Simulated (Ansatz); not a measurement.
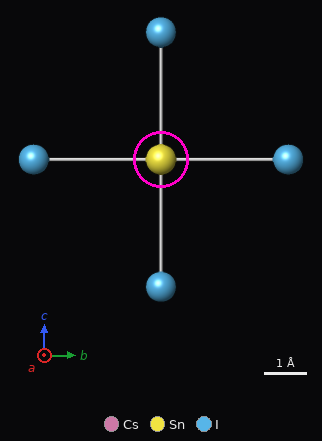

Perfect CsSnI3. Style: ball-and-stick. Shown: the atoms within 6.0 Å of one point, in a slice 4.2 Å thick across the line of sight, along the a axis.

These are results of DFT, PBEsol, PAW, plane waves (Ansatz 0.2.0), not measurements. Set-up: plane-wave cutoff 420 eV; k-point mesh 1 × 1 × 1; mesh shifted by (0.25, 0.25, 0.25); collinear spin. Fermi-Dirac smearing of 0.01 eV. The axes drawn are those of the host's conventional cell.

A tin atom is replaced by boron at the ringed place, in charge state 0. The supercell has 40 sites, and the atoms are relaxed at the host's cell.

Predict the relaxed surroundings of the defect.

Answer. In the host the Sn atom has 6 I at 3.08 Å; the B atom ends with 3 I at 2.21 to 2.22 Å. Of the host's atoms, an iodine atom moves furthest from its site, by 0.80 Å. The B atom itself moves 1.19 Å from where it was put. The cell's net moment is 1.00 μB.

The relaxed defect, seen from the same direction:

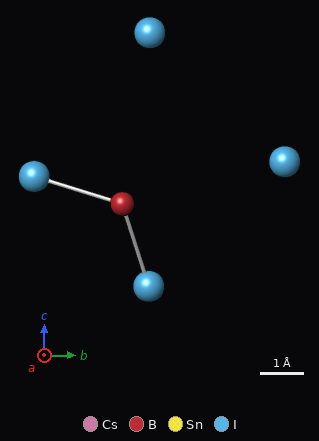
